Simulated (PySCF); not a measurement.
C₇H₁₃NSi (SMILES [H]/N=C\C(C)(C)[SiH2]C#CC)

```xyz
22

C     4.0292   -0.4666    0.5450
C     2.7406   -0.4528   -0.1082
C     1.6670   -0.4476   -0.6575
Si    0.0088   -0.4471   -1.4616
C    -1.2491    0.0798   -0.0906
C    -0.9200    1.4881    0.4028
C    -1.1819   -0.9050    1.0776
C    -2.5964    0.0059   -0.7273
N    -3.3152    0.9158   -1.2123
H     4.8238   -0.3894   -0.1968
H     4.1078    0.3716    1.2372
H     4.1535   -1.3964    1.1000
H    -0.0326    0.5320   -2.5519
H    -0.3170   -1.7974   -1.9304
H     0.0524    1.4943    0.8909
H    -1.6674    1.8277    1.1217
H    -0.8837    2.2017   -0.4193
H    -1.4346   -1.9133    0.7547
H    -1.8814   -0.6133    1.8620
H    -0.1800   -0.9239    1.5030
H    -3.0044   -1.0008   -0.8080
H    -2.9296    1.8560   -1.1335
```

Geometry: GFN2-xTB.

These are results of PBE0/pcSseg-1, SCF density, gas phase, non-relativistic (PySCF), not measurements.

Question: What will maps of the electron density and electron localisation function show?

Answer: C–C (1.21 Å): the density is about 2.7 e/Å³ at the midpoint; the ELF peaks at about 0.85 between the atoms; a short, multiple covalent bond.
C–Si (1.84 Å): the density is about 0.93 e/Å³ at the midpoint; the ELF peaks at about 0.95 between the atoms (localised, covalent bonding).
C–Si (1.93 Å): ρ at the midpoint is about 0.88 e/Å³; the ELF peaks at about 0.95 between the atoms: a shared electron pair.

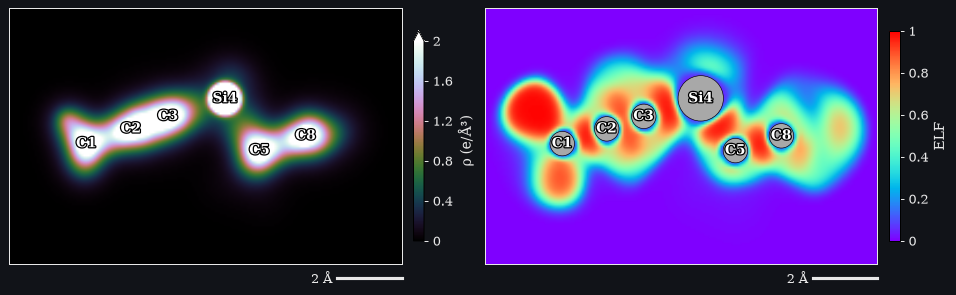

Computed electron density and electron localisation function on the plane of atoms C3, Si4 and C5, in this order. Grey discs cover the atomic cores in the ELF map. 
